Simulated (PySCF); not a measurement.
SMILES C[Si](C)(C)/C=C/B(O)O, singlet at its GFN2-xTB optimised geometry (Å):

```
22

Si    -2.0683    -0.9478     0.0000
C     -2.6829    -1.8266     1.5804
C     -2.6831     0.8613     0.0000
C     -2.7518    -1.8498    -1.5372
C     -0.1759    -0.9478     0.0000
C      0.6182    -1.4013    -0.9726
B      2.1888    -1.3676    -0.9216
O      2.9727    -1.8159    -1.9490
O      2.8123    -0.8783     0.1726
H     -3.7673    -1.8226     1.6397
H     -2.3554    -2.8614     1.6128
H     -2.3047    -1.3361     2.4721
H     -2.3088     1.4013     0.8643
H     -3.7677     0.9115     0.0266
H     -2.3504     1.3929    -0.8865
H     -3.8375    -1.8748    -1.5314
H     -2.4424    -1.3571    -2.4541
H     -2.4017    -2.8769    -1.5795
H      0.3203    -0.5359     0.8711
H      0.1480    -1.8199    -1.8583
H      2.5062    -2.1556    -2.7102
H      3.7677    -0.8997     0.1072
```

Level of theory: CAM-B3LYP/def2-SVP (PySCF 2.14.0). Cells within 0.4 Å of a nucleus heavier than hydrogen are left out (blank, or x).

Map of the electrostatic potential (hartree/e), clipped to [-0.08, 0.12] on the plane z = 0.0 Å:

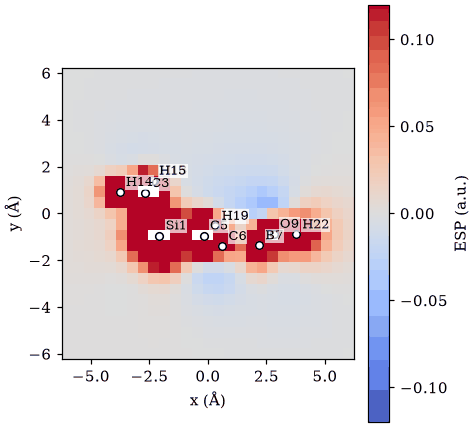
Fig. 1. Electrostatic potential (hartree/e), clipped to [-0.08, 0.12] on the plane z = 0.0 Å.
